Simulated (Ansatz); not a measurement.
# C3H6O (cyclopropanol) at 6 levels

Wanted: a comparison of 6 runs (B3LYP/6-31G*, PBE-QIDH/6-31G*, PBE/6-31G*, SVWN5/6-31G*, revPBE/6-31G*, RPA@PBE/6-31G*) of C3H6O (cyclopropanol). 

The results are computed with Ansatz 0.2.0.

45 further runs of the same task are left out: 45 set aside as unsound or not needed. Runs told in other sessions of the task aren't counted.

## Step 1: The system as given

C3H6O has 10 atoms, charge 0, and is taken as a singlet. SMILES: `OC1CC1`. One bond was lengthened or shortened from a relaxed shape.

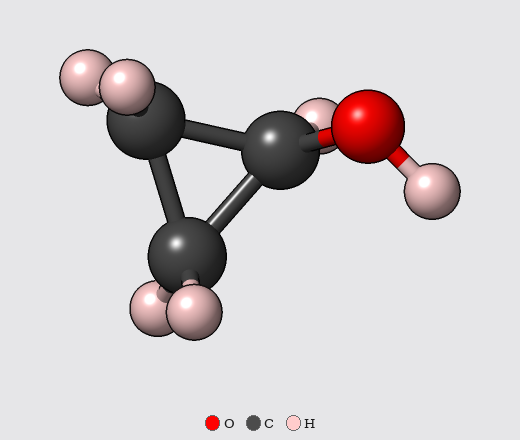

The structure, seen from a chosen angle (oxygen red, carbon dark grey, hydrogen pink).

## Step 2: A single-point energy at B3LYP/6-31G(d) (spherical functions) (run 1)

File input.yaml:

```yaml
crystal:
  periodic: [false, false, false]
  atoms:
    - symbol: O
      position_ang: [-0.500239, 1.004927, -1.326127]
    - symbol: C
      position_ang: [-0.421969, 0.338357, -0.105667]
    - symbol: C
      position_ang: [0.314101, -0.961463, -0.025597]
    - symbol: C
      position_ang: [0.917021, 0.300997, 0.532433]
    - symbol: H
      position_ang: [-1.133509, 0.540967, -1.880437]
    - symbol: H
      position_ang: [-1.414620, 0.488780, 0.641340]
    - symbol: H
      position_ang: [-0.041279, -1.719403, 0.661643]
    - symbol: H
      position_ang: [0.737851, -1.338353, -0.948367]
    - symbol: H
      position_ang: [0.983941, 0.418997, 1.606363]
    - symbol: H
      position_ang: [1.724121, 0.749577, -0.032597]
basis:
  gaussian:
    orbitals: 6-31G_st_-spherical.json
accuracy: high
hamiltonian:
  xc: {name: B3LYP}
output: {orbitals: {seedname: orbitals}}
```

The basis set 6-31G* is read from a file made from the Basis Set Exchange's data (not shown).

Launch:

```bash
$ ansatz run input.yaml --threads 1 --pin off --max-ram 3480MiB --events-out events.jsonl --progress --plain --runs-dir runs
```

What it wrote:

```text
Warning: RAYON_NUM_THREADS=1 ignored (pool sized by the plan → 1); use --threads N
Functional definition: B3LYP
  name "B3LYP"
  parameter a0 = 0.2
  parameter ax = 0.72
  parameter ac = 0.81
  exchange = (1 - a0 - ax)*slater_x + ax*b88_x + a0*exact_x
  correlation = (1 - ac)*vwn_rpa_c + ac*lyp_c
1691 factors; integrals over basis functions are off by at most 3.2e-9 eV
mean field evaluation 1: about -5247.7767 eV, gradient 5.4e1 eV
mean field evaluation 2: about -5243.9266 eV, gradient 6.9e1 eV
mean field evaluation 4: about -5254.1582 eV, gradient 2.9e0 eV
mean field evaluation 8: about -5254.1633 eV, gradient 7.8e-2 eV
mean field evaluation 16: about -5254.1633 eV, gradient 7.5e-7 eV
mean field -5254.16332675 eV, -193.0869408581 hartree, gradient 4.8e-8 eV, S^2 0.000000; 0 other end points of the search recorded, 0 dependent functions left out
reference -5254.16335881 eV, -193.0869420364 hartree; 16, 16 occupied and 52, 52 virtual orbitals, 1691 factors
Total energy: -5254.16335881 eV, -193.0869420364 hartree
```

It took 4.5 s on 1 thread of Arm Neoverse V2, shared host; peak memory 0.2 GiB.

## Step 3: A single-point energy at PBE-QIDH/6-31G(d) (spherical functions) (run 2)

File input.yaml:

```yaml
crystal:
  periodic: [false, false, false]
  atoms:
    - {symbol: O, position_ang: [-0.500239, 1.004927, -1.326127]}
    - {symbol: C, position_ang: [-0.421969, 0.338357, -0.105667]}
    - {symbol: C, position_ang: [0.314101, -0.961463, -0.025597]}
    - {symbol: C, position_ang: [0.917021, 0.300997, 0.532433]}
    - {symbol: H, position_ang: [-1.133509, 0.540967, -1.880437]}
    - {symbol: H, position_ang: [-1.414620, 0.488780, 0.641340]}
    - {symbol: H, position_ang: [-0.041279, -1.719403, 0.661643]}
    - {symbol: H, position_ang: [0.737851, -1.338353, -0.948367]}
    - {symbol: H, position_ang: [0.983941, 0.418997, 1.606363]}
    - {symbol: H, position_ang: [1.724121, 0.749577, -0.032597]}
basis:
  gaussian: {orbitals: 6-31G_st_-spherical.json}
hamiltonian: {xc: {name: PBE-QIDH}}
correlation: {frozen_orbitals: {C: 1, H: 0, O: 1}}
accuracy: high
output: {orbitals: {seedname: orbitals}}
```

The basis set 6-31G* is read from a file made from the Basis Set Exchange's data (not shown).

Launch:

```bash
$ ansatz run input.yaml --threads 1 --pin off --max-ram 3480MiB --events-out events.jsonl --progress --plain --runs-dir runs
```

What it wrote:

```text
Warning: RAYON_NUM_THREADS=1 ignored (pool sized by the plan → 1); use --threads N
Functional definition: PBE-QIDH
  name "PBE-QIDH"
  parameter a = 3^(-1/3)
  parameter c = 1/3
  exchange = (1 - a)*pbe_x + a*exact_x
  correlation = (1 - c)*pbe_c + c*(mp2_os + mp2_ss)
1691 factors; integrals over basis functions are off by at most 3.2e-9 eV
mean field evaluation 1: about -5237.0788 eV, gradient 3.5e1 eV
mean field evaluation 2: about -5237.0754 eV, gradient 3.5e1 eV
mean field evaluation 4: about -5239.7956 eV, gradient 2.6e0 eV
mean field evaluation 8: about -5239.8116 eV, gradient 2.8e-2 eV
mean field evaluation 16: about -5239.8116 eV, gradient 8.2e-6 eV
mean field -5239.81162389 eV, -192.5595255059 hartree, gradient 6.8e-8 eV, S^2 0.000000; 0 other end points of the search recorded, 0 dependent functions left out
4 core orbitals not correlated: weight in the atoms' cores, before any rotation towards them, 1.000 or more for the frozen orbitals, at most 0.000 for the correlated occupied ones
reference -5239.81162454 eV, -192.5595255300 hartree; 12, 12 occupied and 52, 52 virtual orbitals, 1691 factors
second order -17.31692334 eV of doubles, -0.00000000 eV of singles
Total energy: -5245.58393232 eV, -192.7716539284 hartree
```

Run time: 6.6 s. Hardware: 1 thread of Arm Neoverse V2, shared host; peak memory 0.2 GiB.

## Step 4: The energy at PBE/6-31G(d) (spherical functions) (run 3)

File molecule.yaml:

```yaml
crystal:
  periodic: [false, false, false]
  atoms:
    - {symbol: O, position_ang: [-0.500239, 1.004927, -1.326127]}
    - {symbol: C, position_ang: [-0.421969, 0.338357, -0.105667]}
    - {symbol: C, position_ang: [0.314101, -0.961463, -0.025597]}
    - {symbol: C, position_ang: [0.917021, 0.300997, 0.532433]}
    - {symbol: H, position_ang: [-1.133509, 0.540967, -1.880437]}
    - {symbol: H, position_ang: [-1.414620, 0.488780, 0.641340]}
    - {symbol: H, position_ang: [-0.041279, -1.719403, 0.661643]}
    - {symbol: H, position_ang: [0.737851, -1.338353, -0.948367]}
    - {symbol: H, position_ang: [0.983941, 0.418997, 1.606363]}
    - {symbol: H, position_ang: [1.724121, 0.749577, -0.032597]}
basis:
  gaussian:
    orbitals: 6-31G_st_-spherical.json
hamiltonian:
  xc: pbe
output: {orbitals: {seedname: orbitals}}
accuracy: high
```

The basis set 6-31G* is read from a file made from the Basis Set Exchange's data (not shown).

Launch:

```bash
$ ansatz run molecule.yaml --threads 1 --pin off --max-ram 3480MiB --events-out events.jsonl --progress --plain --runs-dir runs
```

What it wrote:

```text
Warning: RAYON_NUM_THREADS=1 ignored (pool sized by the plan → 1); use --threads N
Functional definition: PBE
  name "PBE"
  parameter kappa = 0.804
  parameter beta = 0.06672455060314922
  exchange = pbe_x(kappa = kappa, mu = beta*pi^2/3)
  correlation = pbe_c(beta = beta)
1691 factors; integrals over basis functions are off by at most 3.2e-9 eV
mean field evaluation 1: about -5239.1583 eV, gradient 6.1e1 eV
mean field evaluation 2: about -5226.5618 eV, gradient 9.6e1 eV
mean field evaluation 4: about -5247.4953 eV, gradient 5.8e0 eV
mean field evaluation 8: about -5247.5468 eV, gradient 1.7e-1 eV
mean field evaluation 16: about -5247.5469 eV, gradient 4.1e-6 eV
mean field -5247.54685838 eV, -192.8437901305 hartree, gradient 7.9e-8 eV, S^2 0.000000; 0 other end points of the search recorded, 0 dependent functions left out
reference -5247.54686060 eV, -192.8437902122 hartree; 16, 16 occupied and 52, 52 virtual orbitals, 1691 factors
Total energy: -5247.54686060 eV, -192.8437902122 hartree
```

Run time: 4.2 s. Hardware: 1 thread of Arm Neoverse V2, shared host; peak memory 0.19 GiB.

Runs 4 to 5 aren't shown in full; the table further down has their settings and results.

## Step 5: A single-point energy at RPA@PBE/6-31G(d) (spherical functions) (run 6)

File run.yaml:

```yaml
crystal:
  periodic: [false, false, false]
  atoms:
    - {symbol: O, position_ang: [-0.500239, 1.004927, -1.326127]}
    - {symbol: C, position_ang: [-0.421969, 0.338357, -0.105667]}
    - {symbol: C, position_ang: [0.314101, -0.961463, -0.025597]}
    - {symbol: C, position_ang: [0.917021, 0.300997, 0.532433]}
    - {symbol: H, position_ang: [-1.133509, 0.540967, -1.880437]}
    - {symbol: H, position_ang: [-1.414620, 0.488780, 0.641340]}
    - {symbol: H, position_ang: [-0.041279, -1.719403, 0.661643]}
    - {symbol: H, position_ang: [0.737851, -1.338353, -0.948367]}
    - {symbol: H, position_ang: [0.983941, 0.418997, 1.606363]}
    - {symbol: H, position_ang: [1.724121, 0.749577, -0.032597]}
basis:
  gaussian:
    orbitals: 6-31G_st_-spherical.json
total_charge: 0
hamiltonian:
  xc: {name: PBE}
correlation:
  method: rpa
  frozen_orbitals: {C: 1, H: 0, O: 1}
accuracy: high
```

The basis set 6-31G* is read from a file made from the Basis Set Exchange's data (not shown).

Launch:

```bash
$ ansatz run run.yaml --threads 1 --pin off --max-ram 3480MiB --events-out events.jsonl --progress --plain --runs-dir runs
```

What it wrote:

```text
Warning: RAYON_NUM_THREADS=1 ignored (pool sized by the plan → 1); use --threads N
[... 6 set-up lines as earlier in the session ...]
1691 factors; integrals over basis functions are off by at most 3.2e-9 eV
mean field evaluation 1: about -5239.1583 eV, gradient 6.1e1 eV
mean field evaluation 2: about -5239.1409 eV, gradient 6.1e1 eV
mean field evaluation 4: about -5247.3709 eV, gradient 9.4e0 eV
mean field evaluation 8: about -5247.5455 eV, gradient 7.9e-1 eV
mean field evaluation 16: about -5247.5469 eV, gradient 2.6e-5 eV
mean field -5247.54685838 eV, -192.8437901305 hartree, gradient 5.5e-8 eV, S^2 0.000000; 0 other end points of the search recorded, 0 dependent functions left out
4 core orbitals not correlated: weight in the atoms' cores, before any rotation towards them, 1.000 or more for the frozen orbitals, at most 0.000 for the correlated occupied ones
reference -5220.91871626 eV, -191.8652239568 hartree; 12, 12 occupied and 52, 52 virtual orbitals, 1691 factors
Total energy: -5244.99993958 eV, -192.7501925910 hartree
```

Wall time 7.5 s (1 thread of Arm Neoverse V2, shared host); peak memory 0.24 GiB.

## Step 6: Overview of the runs

```tsv
run	level	frozen core orbitals	energy (Eh)	HOMO energy (eV)	LUMO energy (eV)	HOMO–LUMO gap (eV)	wall time
1	B3LYP/6-31G* (spherical functions)	–	-193.086942	-6.94	2.12	9.06	4.5 s
2	PBE-QIDH/6-31G* (spherical functions)	4	-192.771654	-9.63	4.48	14.11	6.6 s
3	PBE/6-31G* (spherical functions)	–	-192.843790	-5.63	1.41	7.04	4.2 s
4	SVWN5/6-31G* (spherical functions)	–	-191.435938	-5.72	1.28	7.00	2.7 s
5	revPBE/6-31G* (spherical functions)	–	-193.028953	-5.60	1.48	7.07	4.2 s
6	RPA@PBE/6-31G* (spherical functions)	4	-192.750193	–	–	–	7.5 s
```

## Step 7: Summary of results

```
                               quantity          value
                    run 6: total energy  -192.75019 Eh
run 6: RPA correlation energy (valence)     -885.0 mEh
```

In words: Over runs 1, 2, 3, 4, 5 the HOMO–LUMO gap runs from 7.00 eV (SVWN5/6-31G*) to 14.11 eV (PBE-QIDH/6-31G*). A double hybrid's value is that of its SCF part. Totals of different functionals can't be ranked against each other. All runs together took 30 s, the longest 7.5 s.
